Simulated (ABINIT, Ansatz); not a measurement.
## Rb2Pd (Fm-3m): G0W0 with ABINIT, start to end

Aim: the G0W0 gap of Rb2Pd (Fm-3m) on PBEsol, step by step.

Method: PBEsol and many-body steps on it, plane waves, in ABINIT 10.8.3.

In doubt: a PseudoDojo file used here is known to give poor structures and forces, which bears on pressures, cells, forces and phonons.

**1. Starting point**

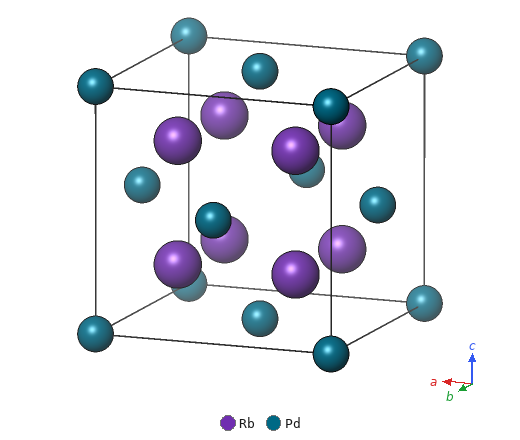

The cell as given, from a free direction (rubidium purple, palladium blue). This picture shows the conventional cell, with its axes. Some periodic images of atoms are drawn too.

The cell and positions are those that the Materials Project relaxed with its own functionals (PBE, PBE+U or r2SCAN), kept fixed.

**2. Ground state**

This step: ABINIT 10.8.3; DFT, PBEsol, plane waves, norm-conserving pseudopotentials.

The ground-state density comes first.

Contents of run.abi:

```
acell 3*1.0 Angstrom
rprim 
  -0.000000000000 4.123218000000 4.123218000000
  4.123218000000 0.000000000000 4.123218000000
  4.123218000000 4.123218000000 0.000000000000
ntypat 2
znucl 37 46
natom 3
typat 1 1 2
xred 
  0.250000000000 0.250000000000 0.250000000000
  0.750000000000 0.750000000000 0.750000000000
  0.000000000000 0.000000000000 0.000000000000
pp_dirpath "pseudos"
pseudos "Rb.upf, Pd.upf"
ecut 37
ngkpt 4 4 4
nshiftk 1
shiftk 0 0 0
kptopt 1
chksymbreak 0
nband 23
occopt 1
tolvrs 1e-10
nstep 60
prtwf 0
optforces 0
optstress 0
indata_prefix "in"
outdata_prefix "out"
tmpdata_prefix "tmp"
```

Launch:

```sh
$ OMP_NUM_THREADS=1 mpirun -n 4 abinit run.abi > log
```

Numbers of over 12 decimals in the logs are rounded to 6 here.

The program printed:

```text
.Version 10.8.3 of ABINIT. v10.8.2 released Aug 2026.

 Symmetries : space group Fm -3 m (#225); Bravais cF (face-center cubic)
================================================================================
 Values of the parameters that define the memory need of the present run
     intxc =       0    ionmov =       0      iscf =       7    lmnmax =       6
     lnmax =       6     mgfft =      64  mpssoang =       3    mqgrid =    3001
     natom =       3  nloc_mem =       1    nspden =       1   nspinor =       1
    nsppol =       1      nsym =      48    n1xccc =    2501    ntypat =       2
    occopt =       1   xclevel =       2
-    mband =          23        mffmem =           1         mkmem =           2
       mpw =       10197          nfft =      262144          nkpt =           8
================================================================================
  Rough estimation (10% accuracy) of disk space for files :
================================================================================

--------------------------------------------------------------------------------
------------- Echo of variables that govern the present computation ------------
--------------------------------------------------------------------------------
 -outvars: echo values of preprocessed input variables --------
            acell      1.8897261259E+00  1.8897261259E+00  1.8897261259E+00 Bohr

      chksymbreak           0
             ecut      3.70000000E+01 Hartree
-          fftalg         312

              ixc     -116133
              kpt      0.00000000E+00  0.00000000E+00  0.00000000E+00
                       2.50000000E-01  0.00000000E+00  0.00000000E+00
                       5.00000000E-01  0.00000000E+00  0.00000000E+00
                       2.50000000E-01  2.50000000E-01  0.00000000E+00
                       5.00000000E-01  2.50000000E-01  0.00000000E+00
                      -2.50000000E-01  2.50000000E-01  0.00000000E+00
                       5.00000000E-01  5.00000000E-01  0.00000000E+00
                      -2.50000000E-01  5.00000000E-01  2.50000000E-01
         kptrlatt        4    0    0      0    4    0      0    0    4
          kptrlen      4.40768098E+01
P           mkmem           2
            natom           3
            nband          23
            ngfft          64      64      64
             nkpt           8
            nstep          60
             nsym          48
           ntypat           2
              occ      2.000000  2.000000  2.000000  2.000000  2.000000  2.000000
                       2.000000  2.000000  2.000000  2.000000  2.000000  2.000000
                       2.000000  2.000000  2.000000  2.000000  2.000000  2.000000
                       0.000000  0.000000  0.000000  0.000000  0.000000
        optforces           0
        optstress           0
            prtwf           0
            rprim     -0.0000000000E+00  4.1232180000E+00  4.1232180000E+00
                       4.1232180000E+00  0.0000000000E+00  4.1232180000E+00
                       4.1232180000E+00  4.1232180000E+00  0.0000000000E+00
          spgroup         225

           tolvrs      1.00000000E-10

             xred      2.5000000000E-01  2.5000000000E-01  2.5000000000E-01
                       7.5000000000E-01  7.5000000000E-01  7.5000000000E-01
[...]
znucl       37.00000   46.00000

================================================================================

 chkinp: Checking input parameters for consistency.

================================================================================
== DATASET  1 ==================================================================
-   mpi_nproc: 4, omp_nthreads: 1 (-1 if OMP is not activated)

--- !DatasetInfo
iteration_state: {dtset: 1, }
dimensions: {natom: 3, nkpt: 8, mband: 23, nsppol: 1, nspinor: 1, nspden: 1, mpw: 10197, }
cutoff_energies: {ecut:  37.0, pawecutdg:  -1.0, }
electrons: {nelect:   3.60000000E+01, charge:   0.00000000E+00, occopt:   1.00000000E+00, tsmear:   1.00000000E-02, }

 Real(R)+Recip(G) space primitive vectors, cartesian coordinates (Bohr,Bohr^-1):
 R(1)=  0.0000000  7.7917528  7.7917528  G(1)= -0.0641704  0.0641704  0.0641704
 R(2)=  7.7917528  0.0000000  7.7917528  G(2)=  0.0641704 -0.0641704  0.0641704
 R(3)=  7.7917528  7.7917528  0.0000000  G(3)=  0.0641704  0.0641704 -0.0641704
 Unit cell volume ucvol=  9.4609662E+02 bohr^3
 Angles (23,13,12)=  6.00000000E+01  6.00000000E+01  6.00000000E+01 degrees

 getcut: wavevector=  0.0000  0.0000  0.0000  ngfft=  64  64  64
         ecut(hartree)=     37.000   => boxcut(ratio)=   2.12111

--- Pseudopotential description ------------------------------------------------
- Rb Generated using ONCVPSP code by D. R. Hamann
- 37.00000   9.00000  180301                  znucl, zion, pspdat
12 -116133 2 -1 2280                          pspcod,pspxc,lmax,lloc,mmax
     nproj     2     2     2
  pspatm : epsatm=   34.48401057
         --- l  ekb(1:nproj) -->
[...]
pspatm: atomic psp has been read  and splines computed

- Pd Generated using ONCVPSP code by D. R. Hamann
- 46.00000  18.00000  180301                  znucl, zion, pspdat
12 -116133 2 -1 1238                          pspcod,pspxc,lmax,lloc,mmax
     nproj     2     2     2
  pspatm : epsatm=   26.17260746
         --- l  ekb(1:nproj) -->
[...]
pspatm: atomic psp has been read  and splines computed

   3.42506263E+03                                ecore*ucvol(ha*bohr**3)
--------------------------------------------------------------------------------

_setup2: Arith. and geom. avg. npw (full set) are   10174.828   10174.804

================================================================================

--- !BeginCycle
iteration_state: {dtset: 1, }
solver: {iscf: 7, nstep: 60, nline: 4, wfoptalg: 0, }
tolerances: {tolvrs: 1.00E-10, }

     iter   Etot(hartree)      deltaE(h)  residm     vres2
 ETOT  1  -185.03574530536    -1.850E+02 9.188E-02 2.822E+04
 ETOT  2  -185.48209681976    -4.464E-01 4.347E-02 3.608E+04
 ETOT  3  -188.21062600078    -2.729E+00 1.562E-02 9.498E+03
 ETOT  4  -188.52083252062    -3.102E-01 1.075E-02 5.023E+03
 ETOT  5  -188.75148123319    -2.306E-01 2.312E-03 2.091E+03
 ETOT  6  -188.80239016754    -5.091E-02 1.011E-03 1.438E+03
 ETOT  7  -188.88280398400    -8.041E-02 1.348E-03 4.807E+02
 ETOT  8  -188.88472814514    -1.924E-03 4.050E-04 4.522E+02
 ETOT  9  -188.91652510842    -3.180E-02 2.758E-04 9.150E+01
 ETOT 10  -188.92144500316    -4.920E-03 1.929E-04 3.165E+01
[...]
ETOT 18  -188.92459116223    -9.305E-09 8.312E-06 1.137E-05
 ETOT 19  -188.92459116294    -7.098E-10 6.292E-06 3.484E-07
 ETOT 20  -188.92459116296    -2.680E-11 2.243E-06 1.493E-09
 ETOT 21  -188.92459116295     1.646E-11 1.736E-06 5.375E-10
 ETOT 22  -188.92459116296    -1.535E-11 5.983E-07 4.325E-12

 At SCF step   22       vres2   =  4.32E-12 < tolvrs=  1.00E-10 =>converged.

--- !ResultsGS
iteration_state: {dtset: 1, }
comment   : Summary of ground state results
lattice_vectors:
- [ -0.0000000,   7.7917528,   7.7917528, ]
- [  7.7917528,   0.0000000,   7.7917528, ]
- [  7.7917528,   7.7917528,   0.0000000, ]
lattice_lengths: [  11.01920,   11.01920,   11.01920, ]
lattice_angles: [ 60.000,  60.000,  60.000, ] # degrees, (23, 13, 12)
lattice_volume:   9.4609662E+02
convergence: {deltae: -1.535E-11, res2:  4.325E-12, residm:  5.983E-07, diffor:  0.000E+00, }
etotal    :  -1.88924591E+02
entropy   :   0.00000000E+00
fermie    :   4.92146730E-02
cartesian_stress_tensor: null
pressure_GPa: null
xred      :
- [  2.5000E-01,   2.5000E-01,   2.5000E-01, Rb]
- [  7.5000E-01,   7.5000E-01,   7.5000E-01, Rb]
- [  0.0000E+00,   0.0000E+00,   0.0000E+00, Pd]
cartesian_forces: null
force_length_stats: {min: null, max: null, mean: null, }

 Integrated electronic density in atomic spheres:
 ------------------------------------------------
 Atom  Sphere_radius  Integrated_density
[...]
2        2.00000          5.98743220
    3        2.00000         15.34656867
================================================================================

 ----iterations are completed or convergence reached----

 Mean square residual over all n,k,spin=   34.313E-10; max=  59.826E-08
 reduced coordinates (array xred) for    3 atoms
       0.250000000000      0.250000000000      0.250000000000
       0.750000000000      0.750000000000      0.750000000000
       0.000000000000      0.000000000000      0.000000000000
 rms dE/dt=  0.0000E+00; max dE/dt=  0.0000E+00; dE/dt below (all hartree)
    1       0.000000000000      0.000000000000      0.000000000000
    2       0.000000000000      0.000000000000      0.000000000000
    3       0.000000000000      0.000000000000      0.000000000000

 cartesian coordinates (angstrom) at end:
    1      2.061609     2.061609     2.061609
    2      6.184827     6.184827     6.184827
    3      0.000000     0.000000     0.000000
 length scales=  1.889726125908  1.889726125908  1.889726125908 bohr
              =  1.000000000000  1.000000000000  1.000000000000 angstroms
 prteigrs : about to open file out_EIG
 Fermi (or HOMO) energy (hartree) =   0.04921   Average Vxc (hartree)=  -0.26899
 Eigenvalues (hartree) for nkpt=   8  k points:
 kpt#   1, nband= 23, wtk=  0.01563, kpt=  0.0000  0.0000  0.0000 (reduced coord)
  -2.96403   -1.70726   -1.70726   -1.70726   -0.95528   -0.95319   -0.37537   -0.37537
  -0.37537   -0.36607   -0.36607   -0.36607   -0.01777    0.02696    0.02696    0.03085
   0.03085    0.03085    0.14156    0.14156    0.14156    0.20433    0.20433
 prteigrs : prtvol=0 or 1, do not print more k-points.

--- !EnergyTerms
iteration_state     : {dtset: 1, }
comment             : Components of total free energy in Hartree
kinetic             :  6.01974576887527E+01
hartree             :  6.80115154208117E+01
xc                  : -3.44605665583040E+01
Ewald energy        : -9.38310765075901E+01
psp_core            :  3.62020386929205E+00
local_psp           : -1.91222798383946E+02
non_local_psp       : -1.23932669197705E+00
total_energy        : -1.88924591162961E+02
total_energy_eV     : -5.14090002149938E+03
band_energy         : -2.41021055770707E+01

== END DATASET(S) ==============================================================
================================================================================

 -outvars: echo values of variables after computation  --------
           etotal     -1.8892459116E+02
            nband          23
             nkpt           8
          spgroup         225
 [... the other variables as echoed above ...]

 Calculation completed.
```

Run time: 29 s. Hardware: 4 MPI ranks of Arm Neoverse V2, shared host; peak memory 0.63 GiB; 1.9 min of CPU time.

Numbers from this step:

```
total energy               : -5140.9000 eV
gap                        : 0.8553 eV
k of the valence top       : -0.25, 0.5, 0.25
k of the conduction bottom : 0.5, 0, 0
least direct gap           : 0.8898 eV
```

The gap is indirect, with the least direct gap 0.03 eV higher.

(Part 1 of 3 ends here.)

[Paths, hosts, dates, memory and timing lines, banners, echoed tables and standing remarks are left out of the program output.]

[Logs are printed without paths, hosts, clocks, repeated set-up lines and the standing remarks that a program may print on its own settings, such as how far it seeks lower states.]

[Runs of the session that timed out or met a known fault of the program may be left out.]

[Hosts, paths, dates, database ids (printed as entryN), source tags and the programs' standing remarks are cut or masked in the printed files.]

[G0W0 gaps are taken among the corrected bands and points alone; a level outside them can change the order at an edge.]

[Where Ansatz stands beside ABINIT at settings called matched, ABINIT's density can come from a denser mesh and the files from another edition; pairs whose starting gaps differed by over 0.03 eV were left out, so agreement reads better than it is.]
